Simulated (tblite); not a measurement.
# H8N3Si3: the cost of one run

Computed with tblite 0.8.0 and PySCF 2.14.0; each step states its level. No surroundings beyond the atoms listed, unless a continuum is named. Atoms count from 0, parts from 1.

## (1) The system as given

14 atoms, charge -1, multiplicity 1; geometry: distance geometry start.

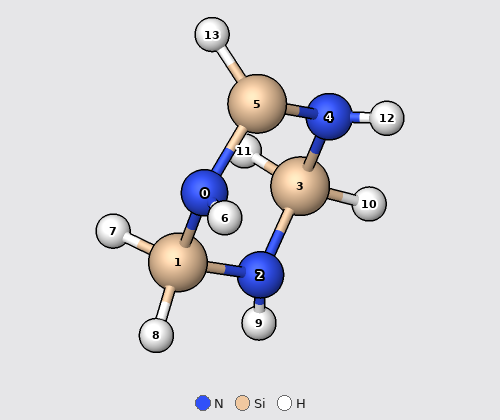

The starting geometry (nitrogen blue, silicon light orange, hydrogen white), atoms numbered.

## (2) Geometry optimisation with GFN2-xTB

Job settings and geometry (Å):

```
{"job": {"kind": "relax", "xc": "GFN2-xTB", "basis": "xTB"}, "charge": -1, "multiplicity": 1}
N      0.361924     1.747835    -0.021767
Si    -0.727911     1.245313     1.362150
N     -0.600699    -0.531472     1.610549
Si    -0.953592    -1.581514     0.178392
N      0.157631    -1.117973    -1.206753
Si     0.320231     0.682002    -1.509246
H      1.286482     2.068509     0.249143
H     -2.047388     1.592199     1.023978
H     -0.345125     1.940791     2.532041
H     -0.945879    -0.895790     2.503352
H     -0.707185    -2.956050     0.486847
H     -2.297957    -1.454012    -0.216701
H      1.007843    -1.664561    -1.297209
H     -0.393519     1.194210    -2.600123
```

Method: GFN2-xTB geometry optimisation, gas phase.

Run with:

```bash
$ OMP_NUM_THREADS=1 python cluster_run.py task.json out
```

One launch serves the whole session: the jobs run in the order shown.

Q: Estimate the wall time of this first job on 1 thread of Arm Neoverse N1, shared host.

About 5 s.
